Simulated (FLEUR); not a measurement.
## How far to go with the k-point mesh at a smearing width of 0.3 eV: Na (Im-3m, 1 atom in the cell)

```xyz
1
Lattice="-2.1406 2.1406 2.1406 2.1406 -2.1406 2.1406 2.1406 2.1406 -2.1406" Properties=species:S:1:pos:R:3 pbc="T T T"
Na     0.0000     0.0000     0.0000
```

Method of the run: PBE, all-electron FLAPW (FLEUR), scalar-relativistic valence in FLEUR.

Base settings: Kmax = 3.8 1/bohr; GmaxXC = 13.3 1/bohr; xcFunctional = pbe; jspins = 1; l_soc = F; mode = hist; fermiSmearingEnergy = 0.00367493 Htr; mesh (inpgen div1-3) = 6 6 6; inpgen gamma flag = true; Gmax = 13.3 1/bohr.

In this ladder: fermiSmearingEnergy = 0.0110248 Htr. Moved along: kpt_gamma.

Only quantities that move along the ladder and can be compared are tabulated.

The starting cell has typed, rounded lattice constants, without a prior relaxation at this level. Its lattice was rescaled by up to half a per cent. Values depend on the basis (sphere radii, cutoffs, local orbitals), which need not be converged.

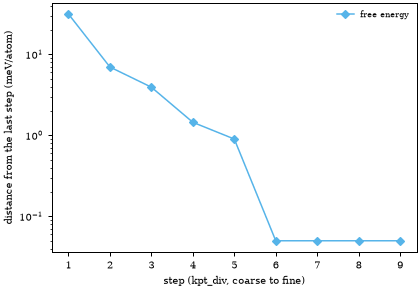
Fig. 1. Distance from the last step along the ladder; very small values are drawn at a floor.

| kpt_div | free energy less the last step's (meV/atom) |
|---|---|
| 4 4 4 | 31.45 |
| 5 5 5 | -6.98 |
| 6 6 6 | 3.94 |
| 7 7 7 | -1.45 |
| 8 8 8 | 0.90 |
| 12 12 12 | 0.00 |
| 14 14 14 | -0.01 |
| 17 17 17 | 0.00 |
| 21 21 21 | 0.00 |
| 26 26 26 | 0.00 |

Coarsest kpt_div that holds the free energy within 5 meV/atom of the last step, with all finer ones: 6 6 6; the step before is off by 7.0 meV/atom.
